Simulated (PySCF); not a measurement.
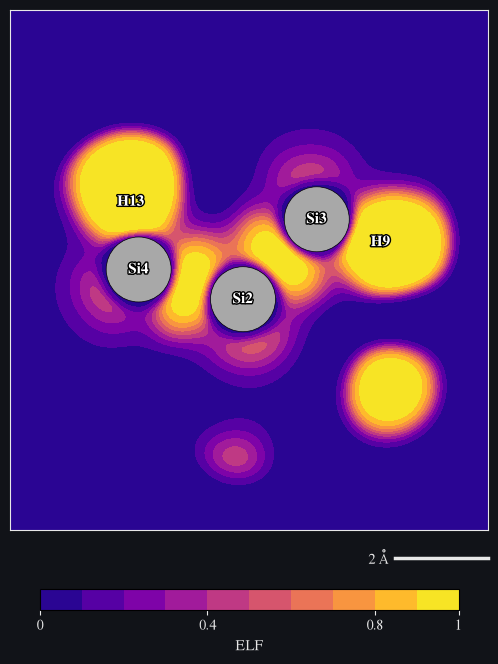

The picture shows: H12NPSi4 (SMILES N[Si]([SiH3])([SiH3])[SiH2]P). Electron localisation function on the plane of atoms Si2, Si4 and H13. Grey discs cover the atomic cores.

Geometry: GFN2-xTB.

The calculation used CAM-B3LYP/def2-SVPD, SCF density, gas phase in PySCF.

```yaml
atoms:
  - { symbol: N, position_ang: [-0.0861, -2.0192, -0.0368] }
  - { symbol: Si, position_ang: [0.3870, -0.3411, -0.0502] }
  - { symbol: Si, position_ang: [0.2062, 0.2530, 2.2069] }
  - { symbol: Si, position_ang: [2.5384, -0.3907, -0.9566] }
  - { symbol: Si, position_ang: [-1.0741, 0.9541, -1.4026] }
  - { symbol: P, position_ang: [-3.0433, 1.4549, -0.4512] }
  - { symbol: H, position_ang: [0.0330, -2.5794, -0.8660] }
  - { symbol: H, position_ang: [-0.9362, -2.2978, 0.4278] }
  - { symbol: H, position_ang: [-1.1858, 0.4033, 2.6501] }
  - { symbol: H, position_ang: [0.8095, -0.7029, 3.1370] }
  - { symbol: H, position_ang: [0.8524, 1.5477, 2.4423] }
  - { symbol: H, position_ang: [2.9208, -1.6884, -1.5186] }
  - { symbol: H, position_ang: [3.5663, -0.0605, 0.0333] }
  - { symbol: H, position_ang: [2.6777, 0.5812, -2.0455] }
  - { symbol: H, position_ang: [-0.5265, 2.2651, -1.7818] }
  - { symbol: H, position_ang: [-1.4789, 0.3208, -2.6705] }
  - { symbol: H, position_ang: [-3.1796, 0.2469, 0.2099] }
  - { symbol: H, position_ang: [-2.4893, 2.0594, 0.6607] }
```

Q: Read the bonding off the picture.

A:
- The plane passes through Si and H nuclei.
- Si–Si (2.34 Å): the ELF peaks at about 1 between the atoms, as expected for a covalent bond.
- Si–H (1.47 Å): the ELF climbs to about 1 towards the hydrogen, as it does in any bond to H.
